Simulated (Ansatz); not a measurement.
```csv
atom,x (Å),y (Å),z (Å)
B,-1.3172,-1.2079,-0.3439
Cl,-1.1413,-1.0821,1.3822
Cl,-0.3781,-2.3710,-1.2259
Cl,-2.4247,-0.1636,-1.1783
B,1.2655,1.1637,0.2302
H,0.8284,0.7952,-0.8112
Cl,0.5640,2.5442,1.0080
Cl,2.6035,0.3213,0.9391
```

The reactant side of a reaction path; geometry: PBE0-D4/def2-TZVP.

Theory: RKS PBE0-D4/def2-TZVPP (Ansatz).

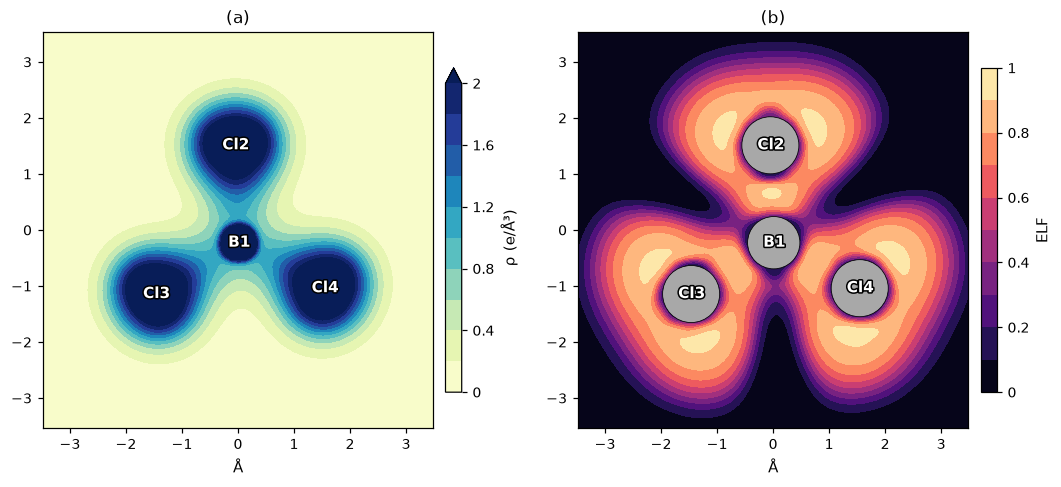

BCl₃···BCl₂H. (a) total electron density; (b) electron localisation function on the plane of atoms Cl2, B1 and Cl3. Grey discs cover the atomic cores in the ELF map.

### Describe what can be read from this map.

Atoms in the plane: B and Cl. B–Cl (1.74 Å): ρ is about 1.4 e/Å³ halfway; the ELF peaks at about 0.90 between the atoms: a shared but strongly polarised pair. The ELF also peaks beside Cl3, Cl4 and Cl2, away from the bonds: lone-pair regions.
